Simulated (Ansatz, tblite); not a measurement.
**TaF5: rung by rung**

How do method and basis change the picture of TaF5 (singlet)?

The runs use Ansatz 0.2.0, Gaussian basis; as each input shows.

Plan: GFN1-xTB, GFN2-xTB, PBE-D4/def2-TZVP, r2SCAN-D4/def2-TZVP, BHLYP-D4/def2-TZVP, HF/def2-TZVP, B3LYP-D4/def2-TZVP, ωB97M-V/def2-TZVP, LC-ωPBE/def2-TZVP, CAM-B3LYP-D4/def2-TZVP, HSE06-D4/def2-TZVP, PBE-D4/def2-SVP, PBE0-D4/def2-SVP, PBE0-D4/def2-TZVPD, PBE-D4/def2-TZVPD, r2SCAN-D4/def2-TZVPD, CCSD(T)/def2-SVP, MP2/def2-TZVP, RPA/def2-TZVP.

**1. The relaxed structure**

The singlet was relaxed beforehand with PBE0-D4/def2-SVP.

6 atoms, charge 0, spin multiplicity 1.

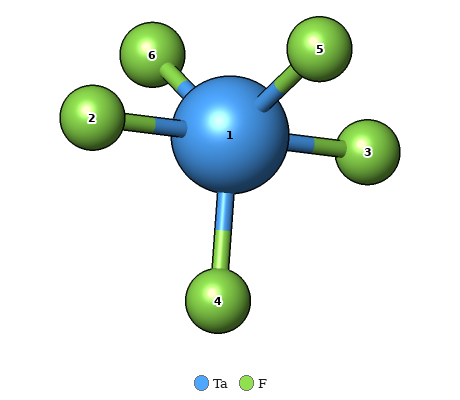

The geometry (tantalum blue, fluorine green); atoms are numbered from 1 in the order of the file.

Formally the metal is d0. Ta takes a core potential in the def2 sets. No spin-orbit coupling is included.

PBE0-D4/def2-TZVP was run before; its log isn't repeated, and its numbers join the tables.

**2. GFN1-xTB**

Tight binding, by tblite at 300 K electronic temperature and without a spin-polarisation term:

```python
tblite.interface.Calculator('GFN1-xTB', numbers, positions, charge=0, uhf=0).singlepoint()
```

Energy -760.4053 eV, HOMO -13.45 eV, LUMO -8.22 eV; 0.012 s.

**3. GFN2-xTB**

Tight binding, by tblite at 300 K electronic temperature and without a spin-polarisation term:

```python
tblite.interface.Calculator('GFN2-xTB', numbers, positions, charge=0, uhf=0).singlepoint()
```

Energy -706.2255 eV, HOMO -14.65 eV, LUMO -9.02 eV; 0.005 s.

**4. PBE-D4/def2-TZVP**

start.molden holds the orbitals of an earlier run on this state, given as this run's starting guess.

Input file in.yaml:

```yaml
crystal:
  periodic: [false, false, false]
  atoms:
    - {symbol: Ta, position_ang: [0.000042, -0.000001, -0.000006]}
    - {symbol: F, position_ang: [-0.015526, -0.005375, 1.879899]}
    - {symbol: F, position_ang: [0.015931, 0.005374, -1.879878]}
    - {symbol: F, position_ang: [1.853361, 0.010126, 0.015529]}
    - {symbol: F, position_ang: [-0.935702, 1.599829, -0.003254]}
    - {symbol: F, position_ang: [-0.918105, -1.609952, -0.012289]}
basis:
  gaussian: {orbitals: def2-TZVP, initial_orbitals: start.molden}
hamiltonian: {xc: pbe, dispersion: d4}
scf: {omitted_lower_state_checks: [starts]}
output: {orbitals: {seedname: orbitals}}
```

Launch:

```
ansatz run in.yaml --threads 2 --pin off --events-out ev --progress --plain --max-ram 32768MiB --backend cpu
```

The runs that follow: r2SCAN-D4/def2-TZVP; BHLYP-D4/def2-TZVP; HF/def2-TZVP; B3LYP-D4/def2-TZVP; ωB97M-V/def2-TZVP; LC-ωPBE/def2-TZVP; CAM-B3LYP-D4/def2-TZVP; HSE06-D4/def2-TZVP; PBE-D4/def2-SVP; PBE0-D4/def2-SVP; PBE0-D4/def2-TZVPD; PBE-D4/def2-TZVPD; r2SCAN-D4/def2-TZVPD; CCSD(T)/def2-SVP; MP2/def2-TZVP; RPA/def2-TZVP.

Before running them: what should the planned runs give, taken together? Wanted: gap in def2-TZVP, named functionals and Hartree-Fock, smallest and largest; correlation energy, CCSD(T)/def2-SVP; correlation energy, MP2/def2-TZVP; binding an atom, CCSD(T)/def2-SVP; PBE0 total energy, smallest basis above largest.

**Answer**, as computed:

```
                                                                  quantity                            value
gap in def2-TZVP, named functionals and Hartree-Fock, smallest and largest  6.85 eV (PBE-D4), 19.04 eV (HF)
                                      correlation energy, CCSD(T)/def2-SVP                        -33.80 eV
                                         correlation energy, MP2/def2-TZVP                        -43.80 eV
                                         binding an atom, CCSD(T)/def2-SVP                         4.977 eV
                           PBE0 total energy, smallest basis above largest  17.28 eV (def2-SVP, def2-TZVPD)
```

In words: Orbital gaps of the named functionals and Hartree-Fock in def2-TZVP span 6.85 eV (PBE-D4) to 19.04 eV (HF); exact exchange widens it. The functionals in def2-TZVP miss CCSD(T)/def2-SVP by -0.193 (BHLYP-D4) to +0.446 eV (PBE-D4) an atom. The yardstick is in a double-zeta basis, so levels in larger sets aren't compared like for like. The reference is CCSD(T) in one finite basis, so it carries an error of its own, often a tenth of an eV or more, and near misses can't be ranked.
